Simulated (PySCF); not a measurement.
**C2H6AlFO2: NMR shifts at several levels of theory**

Aim: compute the NMR shifts of C2H6AlFO2 (`C[O][Al]([F])[O]C`) at several levels, and see how far they spread and what each costs.

Programs: PySCF 2.14.0, with density-fitted response routines of our own. Each step states its level of theory. These are calculated values for one molecule in the gas phase, unless marked as measured. Atoms are numbered from 0 throughout.

## Step 1: Starting geometry

12 atoms, charge 0, multiplicity 1; geometry from: PBE0-D3(BJ)/def2-SVP.

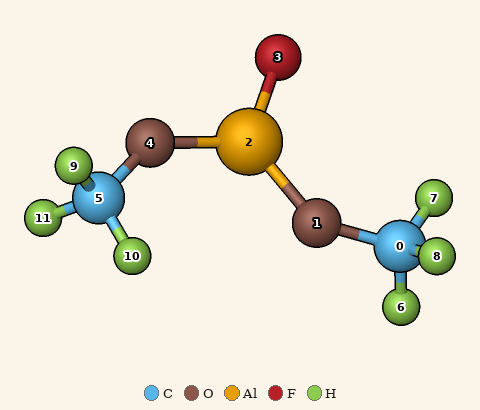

The starting geometry (carbon blue, oxygen brown, aluminium amber, fluorine red, hydrogen green), atoms numbered.

## Step 2: Nuclear shieldings: HF/pcSseg-1

What the job is given:

```
{"job": {"kind": "nmr", "xc": "HF", "basis": "pcSseg-1", "pop": false}, "charge": 0, "multiplicity": 1}
C     -2.390277    -0.675446     0.371287
O     -1.049234    -0.332532     0.250043
Al    -0.069471     1.031057     0.261390
F     -0.711120     2.536723     0.511881
O      1.585174     0.917843     0.015525
C      2.535697    -0.077771    -0.175575
H     -2.536840    -1.375867     1.212164
H     -3.044386     0.198367     0.545765
H     -2.745679    -1.181517    -0.543618
H      3.118664     0.118454    -1.092387
H      2.091786    -1.085789    -0.268864
H      3.248401    -0.101616     0.667742
```

Method: GIAO HF/pcSseg-1 NMR shielding, non-relativistic, gas phase.

The run is started by

```bash
> OMP_NUM_THREADS=1 python probes_run.py task.json out
```

This one command runs all jobs of the session in turn.

What it wrote:

```text
final grid: 100560 points
cycle   1  E = -570.2772341525  dE =  4.549e-01  |g| = 8.464e-01  |ddm| = 2.921e+00
cycle   2  E = -570.3775952704  dE = -1.004e-01  |g| = 5.184e-01  |ddm| = 6.566e-01
cycle   3  E = -570.4192283091  dE = -4.163e-02  |g| = 5.527e-02  |ddm| = 2.564e-01
cycle   4  E = -570.4201964328  dE = -9.681e-04  |g| = 1.382e-02  |ddm| = 5.824e-02
cycle   5  E = -570.4202560919  dE = -5.966e-05  |g| = 4.046e-03  |ddm| = 1.390e-02
cycle   6  E = -570.4202625805  dE = -6.489e-06  |g| = 1.440e-03  |ddm| = 4.438e-03
cycle   7  E = -570.4202634970  dE = -9.164e-07  |g| = 5.029e-04  |ddm| = 1.903e-03
cycle   8  E = -570.4202636109  dE = -1.139e-07  |g| = 1.365e-04  |ddm| = 6.823e-04
cycle   9  E = -570.4202636230  dE = -1.212e-08  |g| = 3.061e-05  |ddm| = 2.482e-04
cycle  10  E = -570.4202636237  dE = -6.395e-10  |g| = 7.299e-06  |ddm| = 6.323e-05
converged SCF energy = -570.4202636237

GIAO shielding tensors (ppm)
atom      isotropic    diamagn.    paramagn.     s11        s22        s33       span
  0 C      142.205     234.603     -92.398    117.603    121.580    187.432     69.829
  1 O      365.460     402.083     -36.623    318.000    381.624    396.755     78.755
  2 Al     532.161     793.533    -261.372    462.751    544.096    589.637    126.886
  3 F      411.183     472.075     -60.892    368.519    394.043    470.988    102.469
  4 O      367.472     399.147     -31.675    320.652    379.299    402.466     81.814
  5 C      142.210     237.387     -95.177    118.159    121.256    187.216     69.057
  6 H       28.096      27.174       0.922     23.642     25.767     34.879     11.237
  7 H       28.129      27.256       0.872     23.447     26.550     34.389     10.943
  8 H       28.095      27.351       0.744     23.625     25.779     34.882     11.256
  9 H       28.104      27.636       0.468     23.736     25.642     34.934     11.198
 10 H       28.170      29.454      -1.284     23.245     27.202     34.064     10.819
 11 H       28.115      27.624       0.491     23.753     25.661     34.932     11.178
```

Wall time 4.9 s (1 thread of Arm Neoverse V2, shared host); peak memory 0.74 GiB.

Shifts follow as δ = σ(reference) − σ, with reference shieldings (ppm) from runs at the same level and on the same kind of geometry: 1H TMS 31.69, 13C TMS 190.8, 19F CFCl3 246.4, 17O H2O 333.3, 27Al AlH4- 516.2. The references are single molecules in the gas phase, so shifts against H2O, NH3, PH3, H3PO4 or CFCl3 are not on the usual liquid scales and can be off by tens of ppm. Shifts against hydride references such as AlH4− lie on their own scale. Atoms listed in one row are averaged.

```csv
atoms,environment,σ (ppm),δ (ppm)
"C0, C5",methyl carbon bonded to O,142.2,48.6
"H6, H7, H8, H9, H10, H11",hydrogen on a methyl carbon bonded to O,28.12,3.57
"O1, O4","oxygen bonded to C, Al",366.5,-33.2
Al2,"aluminium bonded to F, 2 O",532.2,-15.9
F3,fluorine bonded to Al,411.2,-164.8
```

## Step 3: Shielding tensors: LDA/pcSseg-1

The job, as its differences from that of step 2:

```diff
@@ -1,2 +1,2 @@
-{"job": {"kind": "nmr", "xc": "HF", "basis": "pcSseg-1", "pop": false}, "charge": 0, "multiplicity": 1}
+{"job": {"kind": "nmr", "xc": "LDA", "basis": "pcSseg-1", "pop": false}, "charge": 0, "multiplicity": 1}
 C     -2.390277    -0.675446     0.371287
```

With the program's defaults for keys left out, this is: GIAO LDA/pcSseg-1 NMR shielding, non-relativistic, gas phase.

What it wrote:

```text
coarse grid: 10776 points
cycle   1  E = -568.8258697686  dE =  5.467e-01  |g| = 1.268e+00  |ddm| = 3.106e+00
cycle   2  E = -567.6229031226  dE =  1.203e+00  |g| = 2.781e+00  |ddm| = 2.832e+00
cycle   3  E = -569.1012827014  dE = -1.478e+00  |g| = 2.527e-01  |ddm| = 2.228e+00
cycle   4  E = -569.1078059180  dE = -6.523e-03  |g| = 1.962e-01  |ddm| = 2.372e-01
cycle   5  E = -569.1133014190  dE = -5.496e-03  |g| = 2.710e-02  |ddm| = 1.012e-01
cycle   6  E = -569.1134186466  dE = -1.172e-04  |g| = 9.948e-03  |ddm| = 2.595e-02
cycle   7  E = -569.1134407862  dE = -2.214e-05  |g| = 2.784e-03  |ddm| = 7.620e-03
cycle   8  E = -569.1134421906  dE = -1.404e-06  |g| = 6.858e-04  |ddm| = 1.960e-03
final grid: 100560 points
cycle   9  E = -569.1659378080  dE = -3.239e-05  |g| = 4.367e-03  |ddm| = 1.395e-02
cycle  10  E = -569.1659305951  dE =  7.213e-06  |g| = 7.674e-03  |ddm| = 7.084e-03
cycle  11  E = -569.1659413057  dE = -1.071e-05  |g| = 1.340e-03  |ddm| = 4.518e-03
cycle  12  E = -569.1659416216  dE = -3.159e-07  |g| = 3.999e-04  |ddm| = 1.132e-03
cycle  13  E = -569.1659416521  dE = -3.044e-08  |g| = 1.116e-04  |ddm| = 3.100e-04
cycle  14  E = -569.1659416536  dE = -1.590e-09  |g| = 4.778e-05  |ddm| = 8.068e-05
cycle  15  E = -569.1659416541  dE = -4.133e-10  |g| = 6.330e-06  |ddm| = 3.585e-05
converged SCF energy = -569.1659416541

GIAO shielding tensors (ppm)
atom      isotropic    diamagn.    paramagn.     s11        s22        s33       span
  0 C      124.365     239.392    -115.027     92.268     97.568    183.258     90.990
  1 O      331.714     399.121     -67.407    269.551    353.784    371.805    102.254
  2 Al     467.056     798.936    -331.880    395.788    480.262    525.119    129.331
  3 F      364.682     469.645    -104.963    300.881    342.264    450.901    150.019
  4 O      334.158     396.060     -61.902    273.589    349.679    379.207    105.618
  5 C      124.055     242.773    -118.718     92.809     96.446    182.909     90.100
  6 H       26.821      26.791       0.030     22.585     24.323     33.556     10.971
  7 H       26.638      26.827      -0.189     22.069     24.687     33.157     11.088
  8 H       26.813      27.049      -0.236     22.555     24.324     33.559     11.004
  9 H       26.836      27.160      -0.324     22.695     24.224     33.590     10.895
 10 H       26.706      29.607      -2.901     21.891     25.280     32.946     11.054
 11 H       26.812      27.115      -0.304     22.675     24.185     33.575     10.900
```

Run time: 11 s. Hardware: 1 thread of Arm Neoverse V2, shared host; peak memory 0.65 GiB.

This run: δ C0 56.5, O1 9.8, Al2 4.8, F3 -225.4, H6 4.06 ppm (means over like atoms).

## Step 4: Nuclear shieldings: PBE/pcSseg-1

The job, as its differences from that of step 3:

```diff
@@ -1,2 +1,2 @@
-{"job": {"kind": "nmr", "xc": "LDA", "basis": "pcSseg-1", "pop": false}, "charge": 0, "multiplicity": 1}
+{"job": {"kind": "nmr", "xc": "PBE", "basis": "pcSseg-1", "pop": false}, "charge": 0, "multiplicity": 1}
 C     -2.390277    -0.675446     0.371287
```

With the program's defaults for keys left out, this is: GIAO PBE/pcSseg-1 NMR shielding, non-relativistic, gas phase.

What it wrote:

```text
coarse grid: 10776 points
cycle   1  E = -571.7845181981  dE =  5.584e-01  |g| = 1.282e+00  |ddm| = 3.089e+00
cycle   2  E = -570.6349642339  dE =  1.150e+00  |g| = 2.734e+00  |ddm| = 2.841e+00
cycle   3  E = -572.0668403410  dE = -1.432e+00  |g| = 2.398e-01  |ddm| = 2.237e+00
cycle   4  E = -572.0724415069  dE = -5.601e-03  |g| = 1.905e-01  |ddm| = 2.292e-01
cycle   5  E = -572.0777545479  dE = -5.313e-03  |g| = 2.431e-02  |ddm| = 9.941e-02
cycle   6  E = -572.0778484905  dE = -9.394e-05  |g| = 8.532e-03  |ddm| = 2.261e-02
cycle   7  E = -572.0778649799  dE = -1.649e-05  |g| = 2.456e-03  |ddm| = 6.859e-03
cycle   8  E = -572.0778661026  dE = -1.123e-06  |g| = 4.922e-04  |ddm| = 1.697e-03
final grid: 100560 points
cycle   9  E = -572.1610757371  dE = -3.007e-06  |g| = 1.957e-02  |ddm| = 2.100e-02
cycle  10  E = -572.1608883800  dE =  1.874e-04  |g| = 3.813e-02  |ddm| = 2.849e-02
cycle  11  E = -572.1611408879  dE = -2.525e-04  |g| = 3.711e-03  |ddm| = 2.034e-02
cycle  12  E = -572.1611439027  dE = -3.015e-06  |g| = 4.833e-04  |ddm| = 2.820e-03
cycle  13  E = -572.1611439371  dE = -3.446e-08  |g| = 2.488e-04  |ddm| = 4.573e-04
cycle  14  E = -572.1611439463  dE = -9.209e-09  |g| = 4.998e-05  |ddm| = 1.467e-04
cycle  15  E = -572.1611439468  dE = -4.675e-10  |g| = 1.382e-05  |ddm| = 5.043e-05
converged SCF energy = -572.1611439468

GIAO shielding tensors (ppm)
atom      isotropic    diamagn.    paramagn.     s11        s22        s33       span
  0 C      124.170     238.277    -114.108     93.660     98.776    180.073     86.413
  1 O      327.656     399.798     -72.142    273.438    346.049    363.482     90.044
  2 Al     483.277     798.514    -315.237    415.028    497.072    537.731    122.702
  3 F      370.481     470.275     -99.793    308.270    349.094    454.080    145.810
  4 O      330.503     396.279     -65.777    278.118    342.805    370.585     92.467
  5 C      123.903     241.525    -117.622     94.152     97.758    179.799     85.648
  6 H       27.265      27.150       0.114     23.105     24.803     33.886     10.780
  7 H       27.084      27.139      -0.055     22.597     25.142     33.512     10.915
  8 H       27.257      27.431      -0.174     23.077     24.803     33.890     10.813
  9 H       27.278      27.422      -0.144     23.209     24.705     33.920     10.710
 10 H       27.146      30.047      -2.900     22.419     25.714     33.306     10.887
 11 H       27.254      27.368      -0.115     23.190     24.662     33.909     10.720
```

Run time: 13 s. Hardware: 1 thread of Arm Neoverse V2, shared host; peak memory 0.69 GiB.

This run: δ C0 56.0, O1 5.5, Al2 -0.4, F3 -225.7, H6 3.98 ppm (means over like atoms).

## Step 5: Shielding tensors: BLYP/pcSseg-1

The job, as its differences from that of step 4:

```diff
@@ -1,2 +1,2 @@
-{"job": {"kind": "nmr", "xc": "PBE", "basis": "pcSseg-1", "pop": false}, "charge": 0, "multiplicity": 1}
+{"job": {"kind": "nmr", "xc": "BLYP", "basis": "pcSseg-1", "pop": false}, "charge": 0, "multiplicity": 1}
 C     -2.390277    -0.675446     0.371287
```

With the program's defaults for keys left out, this is: GIAO BLYP/pcSseg-1 NMR shielding, non-relativistic, gas phase.

What it wrote:

```text
coarse grid: 10776 points
cycle   1  E = -572.1792203172  dE =  5.888e-01  |g| = 1.383e+00  |ddm| = 3.095e+00
cycle   2  E = -570.7306657924  dE =  1.449e+00  |g| = 3.018e+00  |ddm| = 3.194e+00
cycle   3  E = -572.4994296154  dE = -1.769e+00  |g| = 2.780e-01  |ddm| = 2.593e+00
cycle   4  E = -572.5057340807  dE = -6.304e-03  |g| = 2.397e-01  |ddm| = 2.753e-01
cycle   5  E = -572.5140431626  dE = -8.309e-03  |g| = 2.536e-02  |ddm| = 1.187e-01
cycle   6  E = -572.5141475617  dE = -1.044e-04  |g| = 9.254e-03  |ddm| = 2.457e-02
cycle   7  E = -572.5141672059  dE = -1.964e-05  |g| = 2.693e-03  |ddm| = 7.813e-03
cycle   8  E = -572.5141685155  dE = -1.310e-06  |g| = 8.137e-04  |ddm| = 2.041e-03
final grid: 100560 points
cycle   9  E = -572.5995634116  dE = -2.870e-05  |g| = 1.065e-02  |ddm| = 1.626e-02
cycle  10  E = -572.5995159600  dE =  4.745e-05  |g| = 1.953e-02  |ddm| = 1.563e-02
cycle  11  E = -572.5995838744  dE = -6.791e-05  |g| = 2.267e-03  |ddm| = 1.030e-02
cycle  12  E = -572.5995849088  dE = -1.034e-06  |g| = 4.716e-04  |ddm| = 1.887e-03
cycle  13  E = -572.5995849471  dE = -3.835e-08  |g| = 1.929e-04  |ddm| = 4.229e-04
cycle  14  E = -572.5995849525  dE = -5.393e-09  |g| = 5.852e-05  |ddm| = 1.271e-04
cycle  15  E = -572.5995849531  dE = -6.074e-10  |g| = 1.133e-05  |ddm| = 4.942e-05
converged SCF energy = -572.5995849531

GIAO shielding tensors (ppm)
atom      isotropic    diamagn.    paramagn.     s11        s22        s33       span
  0 C      118.794     236.987    -118.193     88.070     93.314    174.998     86.928
  1 O      323.703     400.347     -76.644    270.724    341.704    358.680     87.956
  2 Al     480.348     798.488    -318.140    413.037    493.234    534.774    121.736
  3 F      369.955     471.030    -101.074    305.793    349.598    454.476    148.683
  4 O      326.283     396.904     -70.620    274.435    338.493    365.921     91.486
  5 C      118.503     240.220    -121.717     88.528     92.231    174.751     86.222
  6 H       27.402      27.295       0.107     23.324     24.969     33.912     10.589
  7 H       27.222      27.274      -0.052     22.829     25.264     33.573     10.744
  8 H       27.394      27.588      -0.194     23.296     24.968     33.918     10.622
  9 H       27.414      27.511      -0.096     23.419     24.880     33.945     10.526
 10 H       27.287      30.231      -2.944     22.667     25.819     33.374     10.707
 11 H       27.392      27.454      -0.062     23.403     24.831     33.941     10.538
```

It took 13 s on 1 thread of Arm Neoverse V2, shared host; peak memory 0.73 GiB.

This run: δ C0 56.7, O1 8.7, Al2 -0.2, F3 -224.5, H6 4.01 ppm (means over like atoms).

## Step 6: Shielding tensors: BP86/pcSseg-1

The job, as its differences from that of step 5:

```diff
@@ -1,2 +1,2 @@
-{"job": {"kind": "nmr", "xc": "BLYP", "basis": "pcSseg-1", "pop": false}, "charge": 0, "multiplicity": 1}
+{"job": {"kind": "nmr", "xc": "BP86", "basis": "pcSseg-1", "pop": false}, "charge": 0, "multiplicity": 1}
 C     -2.390277    -0.675446     0.371287
```

Method: GIAO BP86/pcSseg-1 NMR shielding, non-relativistic, gas phase.

What it wrote:

```text
coarse grid: 10776 points
cycle   1  E = -572.3021417646  dE =  5.571e-01  |g| = 1.291e+00  |ddm| = 3.088e+00
cycle   2  E = -571.1822943089  dE =  1.120e+00  |g| = 2.723e+00  |ddm| = 2.734e+00
cycle   3  E = -572.5870939479  dE = -1.405e+00  |g| = 2.244e-01  |ddm| = 2.136e+00
cycle   4  E = -572.5918690376  dE = -4.775e-03  |g| = 1.839e-01  |ddm| = 2.185e-01
cycle   5  E = -572.5968011395  dE = -4.932e-03  |g| = 2.425e-02  |ddm| = 9.522e-02
cycle   6  E = -572.5968944899  dE = -9.335e-05  |g| = 7.862e-03  |ddm| = 2.165e-02
cycle   7  E = -572.5969076091  dE = -1.312e-05  |g| = 2.656e-03  |ddm| = 6.416e-03
cycle   8  E = -572.5969089368  dE = -1.328e-06  |g| = 4.541e-04  |ddm| = 1.694e-03
final grid: 100560 points
cycle   9  E = -572.6832505577  dE = -2.887e-05  |g| = 1.244e-02  |ddm| = 1.690e-02
cycle  10  E = -572.6831677029  dE =  8.285e-05  |g| = 2.518e-02  |ddm| = 1.865e-02
cycle  11  E = -572.6832742767  dE = -1.066e-04  |g| = 2.012e-03  |ddm| = 1.386e-02
cycle  12  E = -572.6832751211  dE = -8.444e-07  |g| = 5.391e-04  |ddm| = 1.670e-03
cycle  13  E = -572.6832751619  dE = -4.085e-08  |g| = 1.411e-04  |ddm| = 3.633e-04
cycle  14  E = -572.6832751644  dE = -2.479e-09  |g| = 5.745e-05  |ddm| = 9.021e-05
cycle  15  E = -572.6832751650  dE = -5.922e-10  |g| = 8.958e-06  |ddm| = 4.184e-05
converged SCF energy = -572.6832751650

GIAO shielding tensors (ppm)
atom      isotropic    diamagn.    paramagn.     s11        s22        s33       span
  0 C      123.538     238.493    -114.955     93.281     98.350    178.984     85.702
  1 O      329.168     399.928     -70.761    275.438    346.991    365.074     89.636
  2 Al     483.205     798.559    -315.353    414.690    496.801    538.124    123.434
  3 F      372.123     470.333     -98.211    311.543    350.451    454.373    142.830
  4 O      332.095     396.620     -64.526    280.355    343.930    371.999     91.644
  5 C      123.243     241.804    -118.561     93.752     97.291    178.687     84.935
  6 H       27.344      27.217       0.127     23.195     24.873     33.965     10.770
  7 H       27.172      27.236      -0.064     22.692     25.240     33.584     10.893
  8 H       27.336      27.499      -0.162     23.167     24.874     33.969     10.802
  9 H       27.354      27.504      -0.150     23.298     24.770     33.993     10.695
 10 H       27.228      30.140      -2.912     22.503     25.810     33.372     10.869
 11 H       27.331      27.455      -0.124     23.281     24.730     33.981     10.700
```

It took 13 s on 1 thread of Arm Neoverse V2, shared host; peak memory 0.73 GiB.

This run: δ C0 56.4, O1 1.9, Al2 -1.4, F3 -227.4, H6 3.97 ppm (means over like atoms).

## Step 7: Shielding tensors: OPBE/pcSseg-1

The job, as its differences from that of step 6:

```diff
@@ -1,2 +1,2 @@
-{"job": {"kind": "nmr", "xc": "BP86", "basis": "pcSseg-1", "pop": false}, "charge": 0, "multiplicity": 1}
+{"job": {"kind": "nmr", "xc": "OPBE", "basis": "pcSseg-1", "pop": false}, "charge": 0, "multiplicity": 1}
 C     -2.390277    -0.675446     0.371287
```

Method: GIAO OPBE/pcSseg-1 NMR shielding, non-relativistic, gas phase.

What it wrote:

```text
coarse grid: 10776 points
cycle   1  E = -572.0853636032  dE =  5.081e-01  |g| = 1.209e+00  |ddm| = 3.082e+00
cycle   2  E = -571.2724976839  dE =  8.129e-01  |g| = 2.374e+00  |ddm| = 2.554e+00
cycle   3  E = -572.3454633371  dE = -1.073e+00  |g| = 1.733e-01  |ddm| = 1.933e+00
cycle   4  E = -572.3484722083  dE = -3.009e-03  |g| = 1.373e-01  |ddm| = 1.687e-01
cycle   5  E = -572.3513729347  dE = -2.901e-03  |g| = 2.015e-02  |ddm| = 7.684e-02
cycle   6  E = -572.3514340664  dE = -6.113e-05  |g| = 6.385e-03  |ddm| = 1.700e-02
cycle   7  E = -572.3514426260  dE = -8.560e-06  |g| = 2.554e-03  |ddm| = 5.872e-03
final grid: 100560 points
cycle   8  E = -572.4274068334  dE =  4.485e-05  |g| = 4.216e-02  |ddm| = 4.075e-02
cycle   9  E = -572.4265388863  dE =  8.679e-04  |g| = 8.214e-02  |ddm| = 6.431e-02
cycle  10  E = -572.4276914944  dE = -1.153e-03  |g| = 4.799e-03  |ddm| = 4.631e-02
cycle  11  E = -572.4276962339  dE = -4.739e-06  |g| = 1.152e-03  |ddm| = 4.209e-03
cycle  12  E = -572.4276965141  dE = -2.803e-07  |g| = 2.146e-04  |ddm| = 8.354e-04
cycle  13  E = -572.4276965197  dE = -5.508e-09  |g| = 1.298e-04  |ddm| = 1.947e-04
cycle  14  E = -572.4276965228  dE = -3.154e-09  |g| = 1.023e-05  |ddm| = 8.869e-05
cycle  15  E = -572.4276965228  dE = -1.592e-11  |g| = 3.040e-06  |ddm| = 9.247e-06
converged SCF energy = -572.4276965228

GIAO shielding tensors (ppm)
atom      isotropic    diamagn.    paramagn.     s11        s22        s33       span
  0 C      131.268     238.661    -107.393    102.404    107.147    184.254     81.849
  1 O      332.531     400.160     -67.629    285.753    347.075    364.765     79.011
  2 Al     506.176     798.061    -291.885    437.458    522.004    559.066    121.608
  3 F      381.082     470.161     -89.079    324.893    359.660    458.694    133.801
  4 O      335.503     396.196     -60.693    289.860    345.070    371.579     81.719
  5 C      131.112     241.862    -110.750    102.923    106.369    184.043     81.120
  6 H       27.395      27.104       0.291     23.174     24.935     34.075     10.901
  7 H       27.234      27.076       0.158     22.720     25.321     33.662     10.942
  8 H       27.387      27.386       0.002     23.147     24.937     34.078     10.931
  9 H       27.409      27.378       0.031     23.280     24.833     34.114     10.834
 10 H       27.289      30.002      -2.713     22.531     25.898     33.437     10.906
 11 H       27.386      27.323       0.064     23.259     24.799     34.101     10.842
```

Wall time 13 s (1 thread of Arm Neoverse V2, shared host); peak memory 0.7 GiB.

This run: δ C0 53.9, O1 -2.0, Al2 -10.3, F3 -225.1, H6 3.88 ppm (means over like atoms).

[end of part 1 of 2]
